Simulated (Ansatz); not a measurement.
# HfCdB: a short molecular-dynamics run

Aim: set HfCdB (an element-swapped structure, 9 atoms, not relaxed) in motion for 40 steps of 1.5 fs under a Langevin thermostat at 300 K, and see how temperature, energy and positions respond.

Program: Ansatz 0.2.0. Level of theory: DFT PBE, plane waves, PAW, scalar-relativistic, no spin polarisation. These are calculated values, not measurements.

**1. The structure to begin with**

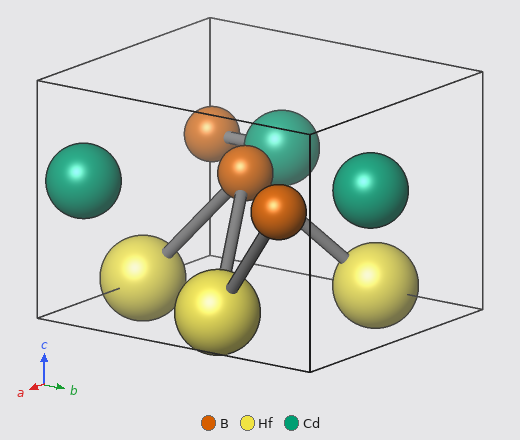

The starting structure, seen slightly off an axis (boron orange, hafnium yellow, cadmium teal). Each atom of the cell is drawn once.

Structure file:

```xyz
9
Lattice="3.4732 6.0157 0.0000 -3.4732 6.0157 0.0000 0.0000 0.0000 3.7209" Properties=species:S:1:pos:R:3 pbc="T T T"
B     0.0000    0.0000    1.8604
Hf    0.6946    6.0157    0.0000
Hf    1.3893    2.4063    0.0000
Hf   -2.0839    3.6094    0.0000
Cd   -1.6949    6.0157    1.8604
Cd    2.5840    4.4757    1.8604
Cd   -0.8891    1.5400    1.8604
B    -0.0003    4.0107    1.8604
B     0.0003    8.0208    1.8604
```

**2. Dynamics**

input.yaml reads:

```yaml
crystal:
  lattice:
    - [3.47317346, 6.01571289, 0.0]
    - [-3.473175, 6.01571378, 0.0]
    - [0.0, 0.0, 3.720887]
  atoms:
    - { symbol: B, position: [0.0, 0.0, 0.5] }
    - { symbol: Hf, position: [0.6, 0.4, 0.0] }
    - { symbol: Hf, position: [0.4, 0.0, 0.0] }
    - { symbol: Hf, position: [0.0, 0.6, 0.0] }
    - { symbol: Cd, position: [0.256, 0.744, 0.5] }
    - { symbol: Cd, position: [0.744, 0.0, 0.5] }
    - { symbol: Cd, position: [0.0, 0.256, 0.5] }
    - { symbol: B, position: [0.3333, 0.3334, 0.5] }
    - { symbol: B, position: [0.6667, 0.6666, 0.5] }
kpoints:
  mp_grid: { grid: [3, 3, 4] }
magnetization:
  spin_polarized: false
scf:
  occupations: { method: cold, width: 0.15 }
hamiltonian:
  pseudopotentials: { kind: paw }
  xc: pbe
basis:
  ecutwfc: 420
md:
  timestep: 1.5
  n_steps: 40
  ensemble: nvt_langevin
  temperature: 300.0
  initial_velocities: maxwell_boltzmann
  seed: 348647
```

Started as:

```console
> ansatz run input.yaml --threads 2 --pin off --max-ram 2560MiB --backend cpu --events-out ev --progress --plain --runs-dir out
```

Before running it: what results should come out? Wanted: temperature, first and last step; temperature, second half; potential energy, second half; mean square displacement, second half.

As calculated:

| quantity | value |
| --- | --- |
| length | 40 steps of 1.5 fs |
| temperature, first and last step | 267 and 863 K |
| temperature, second half | mean 1532 K, from 863 to 2059 K |
| potential energy, second half | -345 meV/atom from the start |
| mean square displacement, second half | Cd 0.157, B 0.026, Hf 0.004 Å² |

In words: Against a set 300 K the second half averages 1532 K, going from 1921 to 863 K over that half; the potential energy of that half lies 345 meV/atom under the start, so the atoms have moved to lower-lying arrangements, and the energy set free heats the cell. No atom gets farther than 0.56 Å from its start, with the drift of the whole removed, against a typical distance of 2.6 Å between sites at the start. A run of 60 fs with 9 atoms shows the motion but fixes no equilibrium value.
